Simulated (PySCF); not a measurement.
# C3H9PSi: NMR shifts at several levels of theory, part 2 of 2

PySCF 2.14.0. Atoms count from 0. Earlier steps stand in the parts before.

### 8 Nuclear shieldings: wB97X-D/pcSseg-1

What the job is given:

```
{"job": {"kind": "nmr", "xc": "wB97X-D", "basis": "pcSseg-1", "pop": false}, "charge": 0, "multiplicity": 1}
P      1.824923    -1.752909     0.965015
Si     0.962979    -0.411416    -0.648045
C     -0.840738    -0.116499    -0.276935
C     -1.536263     1.133814    -0.757900
C     -1.242837     0.967562     0.695694
H      1.813321    -0.716357     1.949172
H      3.182475    -1.507459     0.591521
H      1.150371    -1.113627    -1.955922
H      1.647667     0.919831    -0.723631
H     -1.460805    -1.019988    -0.251314
H     -0.954256     1.869898    -1.320860
H     -2.572375     1.039935    -1.095204
H     -0.456853     1.589441     1.136688
H     -2.073321     0.757841     1.375204
```

Method: GIAO wB97X-D/pcSseg-1 NMR shielding, non-relativistic, gas phase.

Standard output:

```text
coarse grid: 12088 points
cycle   1  E = -750.4089678901  dE =  4.280e-01  |g| = 2.415e-01  |ddm| = 3.199e+00
cycle   2  E = -750.4240147481  dE = -1.505e-02  |g| = 1.457e-01  |ddm| = 4.090e-01
cycle   3  E = -750.4292802601  dE = -5.266e-03  |g| = 3.623e-02  |ddm| = 1.597e-01
cycle   4  E = -750.4296291410  dE = -3.489e-04  |g| = 9.139e-03  |ddm| = 4.439e-02
cycle   5  E = -750.4296565164  dE = -2.738e-05  |g| = 2.833e-03  |ddm| = 1.635e-02
cycle   6  E = -750.4296588325  dE = -2.316e-06  |g| = 5.559e-04  |ddm| = 5.001e-03
final grid: 105824 points
cycle   7  E = -750.4662063819  dE = -1.541e-04  |g| = 4.772e-03  |ddm| = 3.731e-02
cycle   8  E = -750.4662105031  dE = -4.121e-06  |g| = 3.175e-03  |ddm| = 1.050e-02
cycle   9  E = -750.4662126370  dE = -2.134e-06  |g| = 5.058e-04  |ddm| = 2.883e-03
cycle  10  E = -750.4662127252  dE = -8.815e-08  |g| = 2.363e-04  |ddm| = 1.100e-03
cycle  11  E = -750.4662127402  dE = -1.504e-08  |g| = 3.681e-05  |ddm| = 3.438e-04
cycle  12  E = -750.4662127409  dE = -7.240e-10  |g| = 1.233e-05  |ddm| = 1.125e-04
converged SCF energy = -750.4662127409

GIAO shielding tensors (ppm)
atom      isotropic    diamagn.    paramagn.     s11        s22        s33       span
  0 P      599.364     967.007    -367.642    537.903    574.692    685.498    147.595
  1 Si     379.704     880.424    -500.720    340.223    366.219    432.670     92.447
  2 C      191.794     255.301     -63.507    161.943    183.732    229.707     67.764
  3 C      179.194     253.248     -74.054    151.903    173.516    212.164     60.260
  4 C      180.158     251.317     -71.159    151.130    175.086    214.257     63.127
  5 H       29.757      30.359      -0.602     24.243     28.341     36.688     12.445
  6 H       29.877      28.794       1.083     24.952     26.263     38.416     13.464
  7 H       26.866      28.980      -2.114     22.907     25.398     32.294      9.387
  8 H       27.582      30.336      -2.754     23.415     26.983     32.348      8.933
  9 H       31.788      32.139      -0.350     24.579     28.473     42.313     17.734
 10 H       31.060      31.265      -0.205     24.913     28.362     39.906     14.993
 11 H       30.634      30.019       0.616     24.673     26.230     41.001     16.327
 12 H       31.212      31.715      -0.503     25.678     28.393     39.565     13.887
 13 H       30.697      30.368       0.329     25.165     26.056     40.869     15.704
```

It took 14 s on 1 thread of Arm Neoverse V2, shared host; peak memory 0.83 GiB.

Key values: δ C3 4.9, C2 -7.3, P0 -292.2, Si1 -26.8, H7 4.16, H5 1.56 ppm (means over like atoms).

### 9 Shielding tensors: LC-wPBE/pcSseg-1

Settings changed since step 8:

```diff
@@ -1,2 +1,2 @@
-{"job": {"kind": "nmr", "xc": "wB97X-D", "basis": "pcSseg-1", "pop": false}, "charge": 0, "multiplicity": 1}
+{"job": {"kind": "nmr", "xc": "LC-wPBE", "basis": "pcSseg-1", "pop": false}, "charge": 0, "multiplicity": 1}
 P      1.824923    -1.752909     0.965015
```

With the program's defaults for keys left out, this is: GIAO LC-wPBE/pcSseg-1 NMR shielding, non-relativistic, gas phase.

Standard output:

```text
coarse grid: 12088 points
cycle   1  E = -750.1780128593  dE =  4.991e-01  |g| = 2.518e-01  |ddm| = 3.191e+00
cycle   2  E = -750.2009959758  dE = -2.298e-02  |g| = 9.575e-02  |ddm| = 3.960e-01
cycle   3  E = -750.2033276669  dE = -2.332e-03  |g| = 3.672e-02  |ddm| = 1.400e-01
cycle   4  E = -750.2036969695  dE = -3.693e-04  |g| = 9.003e-03  |ddm| = 4.974e-02
cycle   5  E = -750.2037253777  dE = -2.841e-05  |g| = 2.778e-03  |ddm| = 1.586e-02
cycle   6  E = -750.2037282699  dE = -2.892e-06  |g| = 7.252e-04  |ddm| = 5.555e-03
final grid: 105824 points
cycle   7  E = -750.2480635698  dE = -4.153e-05  |g| = 5.953e-03  |ddm| = 2.676e-02
cycle   8  E = -750.2480661170  dE = -2.547e-06  |g| = 3.517e-03  |ddm| = 6.253e-03
cycle   9  E = -750.2480682992  dE = -2.182e-06  |g| = 4.182e-04  |ddm| = 2.635e-03
cycle  10  E = -750.2480683467  dE = -4.751e-08  |g| = 1.267e-04  |ddm| = 5.350e-04
cycle  11  E = -750.2480683526  dE = -5.935e-09  |g| = 2.186e-05  |ddm| = 2.614e-04
cycle  12  E = -750.2480683529  dE = -2.558e-10  |g| = 1.095e-05  |ddm| = 6.935e-05
converged SCF energy = -750.2480683529

GIAO shielding tensors (ppm)
atom      isotropic    diamagn.    paramagn.     s11        s22        s33       span
  0 P      610.178     966.983    -356.806    547.466    583.224    699.843    152.377
  1 Si     386.803     880.294    -493.491    348.673    372.745    438.992     90.319
  2 C      196.347     255.341     -58.994    167.028    189.881    232.133     65.106
  3 C      183.563     253.282     -69.719    156.839    179.172    214.678     57.838
  4 C      184.444     251.037     -66.593    156.031    180.703    216.597     60.566
  5 H       29.702      30.311      -0.609     24.066     28.238     36.802     12.736
  6 H       29.838      28.777       1.062     24.796     26.150     38.568     13.772
  7 H       26.910      28.867      -1.957     22.894     25.406     32.432      9.538
  8 H       27.630      30.150      -2.520     23.417     26.980     32.493      9.076
  9 H       31.685      32.105      -0.420     24.327     28.250     42.476     18.149
 10 H       30.972      31.212      -0.241     24.719     28.130     40.066     15.346
 11 H       30.552      30.102       0.450     24.516     25.966     41.175     16.659
 12 H       31.115      31.585      -0.470     25.441     28.207     39.697     14.256
 13 H       30.614      30.373       0.242     25.015     25.786     41.043     16.027
```

Wall time 19 s (1 thread of Arm Neoverse V2, shared host); peak memory 0.83 GiB.

In short: δ C3 4.6, C2 -7.8, P0 -302.1, Si1 -28.3, H7 4.06, H5 1.56 ppm (means over like atoms).

### 10 Shielding tensors: PBE0/STO-3G

Settings changed since step 9:

```diff
@@ -1,2 +1,2 @@
-{"job": {"kind": "nmr", "xc": "LC-wPBE", "basis": "pcSseg-1", "pop": false}, "charge": 0, "multiplicity": 1}
+{"job": {"kind": "nmr", "xc": "PBE0", "basis": "STO-3G", "pop": true}, "charge": 0, "multiplicity": 1}
 P      1.824923    -1.752909     0.965015
```

With the program's defaults for keys left out, this is: GIAO PBE0/STO-3G NMR shielding, non-relativistic, gas phase.

Standard output:

```text
coarse grid: 12088 points
cycle   1  E = -741.5695567843  dE =  7.746e-03  |g| = 2.270e-01  |ddm| = 4.407e+00
cycle   2  E = -741.5771264378  dE = -7.570e-03  |g| = 1.875e-01  |ddm| = 6.754e-01
cycle   3  E = -741.5894581270  dE = -1.233e-02  |g| = 1.981e-02  |ddm| = 3.105e-01
cycle   4  E = -741.5895565603  dE = -9.843e-05  |g| = 9.096e-03  |ddm| = 3.629e-02
cycle   5  E = -741.5895818353  dE = -2.527e-05  |g| = 9.184e-04  |ddm| = 1.285e-02
cycle   6  E = -741.5895821806  dE = -3.453e-07  |g| = 2.855e-04  |ddm| = 2.368e-03
final grid: 105824 points
cycle   7  E = -741.5560072652  dE = -5.680e-06  |g| = 3.157e-03  |ddm| = 1.237e-02
cycle   8  E = -741.5560086907  dE = -1.425e-06  |g| = 2.466e-03  |ddm| = 8.758e-03
cycle   9  E = -741.5560108155  dE = -2.125e-06  |g| = 2.035e-04  |ddm| = 3.885e-03
cycle  10  E = -741.5560108287  dE = -1.312e-08  |g| = 1.643e-05  |ddm| = 2.900e-04
cycle  11  E = -741.5560108287  dE = -7.890e-11  |g| = 6.746e-06  |ddm| = 3.640e-05
converged SCF energy = -741.5560108287

GIAO shielding tensors (ppm)
atom      isotropic    diamagn.    paramagn.     s11        s22        s33       span
  0 P      736.665     955.035    -218.370    694.315    721.495    794.185     99.870
  1 Si     545.955     871.786    -325.831    505.478    540.087    592.301     86.822
  2 C      232.739     249.504     -16.765    205.786    232.767    259.664     53.878
  3 C      219.382     253.811     -34.429    195.427    217.440    245.281     49.854
  4 C      220.003     252.651     -32.648    195.240    218.343    246.427     51.188
  5 H       32.469      33.293      -0.824     26.371     31.297     39.738     13.367
  6 H       32.573      30.768       1.805     27.247     29.310     41.164     13.917
  7 H       30.621      31.645      -1.025     26.372     28.223     37.267     10.895
  8 H       31.063      34.104      -3.041     26.499     29.683     37.006     10.507
  9 H       32.759      32.479       0.281     24.943     30.262     43.073     18.130
 10 H       32.354      32.416      -0.062     25.886     30.177     40.999     15.112
 11 H       31.966      30.603       1.363     25.772     27.943     42.184     16.412
 12 H       32.422      33.562      -1.141     26.486     30.226     40.553     14.068
 13 H       32.019      31.374       0.645     26.223     27.795     42.039     15.815
```

Wall time 3 s (1 thread of Arm Neoverse V2, shared host); peak memory 0.47 GiB.

This run: δ C3 15.0, C2 2.0, P0 -32.0, Si1 -28.4, H7 1.76, H11 0.61 ppm (means over like atoms).

### 11 NMR shieldings: PBE0/6-31G

Settings changed since step 10:

```diff
@@ -1,2 +1,2 @@
-{"job": {"kind": "nmr", "xc": "PBE0", "basis": "STO-3G", "pop": true}, "charge": 0, "multiplicity": 1}
+{"job": {"kind": "nmr", "xc": "PBE0", "basis": "6-31G", "pop": true}, "charge": 0, "multiplicity": 1}
 P      1.824923    -1.752909     0.965015
```

Method: GIAO PBE0/6-31G NMR shielding, non-relativistic, gas phase.

Standard output:

```text
coarse grid: 12088 points
cycle   1  E = -750.0439570200  dE =  4.140e-01  |g| = 3.046e-01  |ddm| = 3.300e+00
cycle   2  E = -750.0410777799  dE =  2.879e-03  |g| = 3.343e-01  |ddm| = 8.417e-01
cycle   3  E = -750.0740353174  dE = -3.296e-02  |g| = 2.326e-02  |ddm| = 4.425e-01
cycle   4  E = -750.0741463499  dE = -1.110e-04  |g| = 1.382e-02  |ddm| = 5.097e-02
cycle   5  E = -750.0742068704  dE = -6.052e-05  |g| = 2.238e-03  |ddm| = 2.133e-02
cycle   6  E = -750.0742083347  dE = -1.464e-06  |g| = 7.096e-04  |ddm| = 4.164e-03
final grid: 105824 points
cycle   7  E = -750.0151697576  dE = -9.668e-06  |g| = 6.453e-03  |ddm| = 2.045e-02
cycle   8  E = -750.0151653780  dE =  4.380e-06  |g| = 7.560e-03  |ddm| = 1.692e-02
cycle   9  E = -750.0151820560  dE = -1.668e-05  |g| = 2.505e-04  |ddm| = 9.397e-03
cycle  10  E = -750.0151820721  dE = -1.610e-08  |g| = 9.642e-05  |ddm| = 4.254e-04
cycle  11  E = -750.0151820746  dE = -2.490e-09  |g| = 1.947e-05  |ddm| = 1.423e-04
cycle  12  E = -750.0151820747  dE = -1.110e-10  |g| = 4.497e-06  |ddm| = 3.924e-05
converged SCF energy = -750.0151820747

GIAO shielding tensors (ppm)
atom      isotropic    diamagn.    paramagn.     s11        s22        s33       span
  0 P      655.018     966.874    -311.856    604.837    620.901    739.317    134.480
  1 Si     449.156     880.947    -431.791    408.761    437.253    501.455     92.694
  2 C      203.587     248.965     -45.379    175.352    198.896    236.513     61.161
  3 C      192.859     254.590     -61.731    165.314    191.660    221.603     56.289
  4 C      193.755     251.309     -57.554    164.516    193.167    223.581     59.065
  5 H       31.166      30.607       0.559     25.380     29.735     38.383     13.002
  6 H       31.319      30.167       1.152     26.195     27.547     40.216     14.021
  7 H       28.286      29.149      -0.863     24.212     26.274     34.373     10.161
  8 H       28.931      29.811      -0.880     24.524     27.998     34.271      9.748
  9 H       32.839      30.646       2.193     25.164     29.711     43.641     18.478
 10 H       31.977      30.790       1.187     25.619     29.856     40.457     14.839
 11 H       31.640      31.006       0.634     25.594     27.462     41.864     16.270
 12 H       32.090      30.620       1.470     26.339     29.962     39.967     13.627
 13 H       31.690      30.789       0.901     26.073     27.299     41.698     15.625
```

Run time: 6 s. Hardware: 1 thread of Arm Neoverse V2, shared host; peak memory 0.47 GiB.

Key values: δ C3 6.2, C2 -4.1, P0 -290.7, Si1 -4.4, H7 4.00, H5 1.37 ppm (means over like atoms).

### 12 Run by run: NMR shifts

Shifts (ppm) of some atoms, chosen among heavy atoms and hydrogens apart, means over like atoms, with basis size and wall time:

```csv
run,C3,C2,H7,H5,H10,P0,Si1,functions,time
PBE0/pcSseg-1,5.0,-6.5,4.23,1.60,0.24,-292.9,-26.4,144,11 s
mPW1PW91/pcSseg-1,5.1,-6.6,4.19,1.58,0.25,-290.0,-25.8,144,11 s
WP04/pcSseg-1,6.7,-4.1,3.60,1.28,0.30,-243.0,-21.5,144,11 s
B97-2/pcSseg-1,5.1,-6.4,4.14,1.58,0.25,-282.2,-25.3,144,11 s
BHandHLYP/pcSseg-1,3.2,-8.6,4.00,1.49,0.20,-278.8,-24.5,144,11 s
CAM-B3LYP/pcSseg-1,4.0,-7.2,4.09,1.50,0.23,-289.2,-26.4,144,15 s
wB97X-D/pcSseg-1,4.9,-7.3,4.16,1.56,0.24,-292.2,-26.8,144,14 s
LC-wPBE/pcSseg-1,4.6,-7.8,4.06,1.56,0.28,-302.1,-28.3,144,19 s
PBE0/STO-3G,15.0,2.0,1.76,0.08,0.22,-32.0,-28.4,42,3 s
PBE0/6-31G,6.2,-4.1,4.00,1.37,0.58,-290.7,-4.4,71,6 s
```

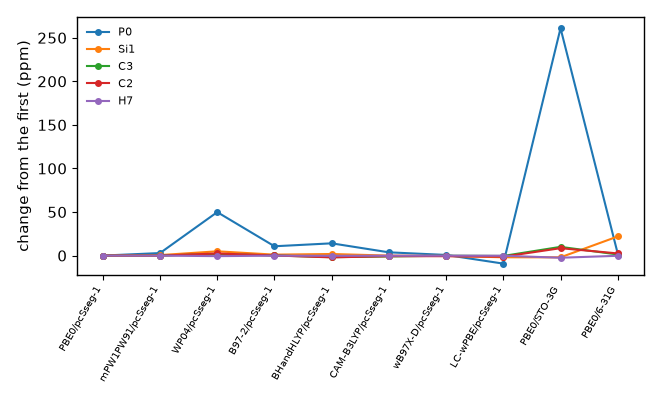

How five of the tabulated atoms move from run to run.

### 13 What came out

What follows sums up all 2 parts.

| quantity | value |
| --- | --- |
| 13C shifts against TMS (PBE0/pcSseg-1, means over atoms taken as alike) | 5.0, -6.5 ppm |
| 1H shifts against TMS (PBE0/pcSseg-1, means over atoms taken as alike) | 4.23, 1.60, 0.73, 0.24, -0.36 ppm |
| 31P shifts against H3PO4 (PBE0/pcSseg-1) | -292.9 ppm |
| 29Si shifts against TMS (PBE0/pcSseg-1) | -26.4 ppm |
| range of the shift of P0 | -302.1 to -32.0 ppm |
| property runs in this session | 10, of which 0 failed and 1 gave unsound results |

**Reading.** Single values in the summary come from the first run of each kind that ended normally (PBE0/pcSseg-1), which need not be the best level. At PBE0/pcSseg-1: The largest span, 146 ppm, is at P0, where the paramagnetic term is -364 ppm. Across the 10 runs the shift of P0 moves most, between -302.1 (LC-wPBE/pcSseg-1) and -32.0 ppm (PBE0/STO-3G). A minimal basis is unusable for shieldings, so that end is no result.
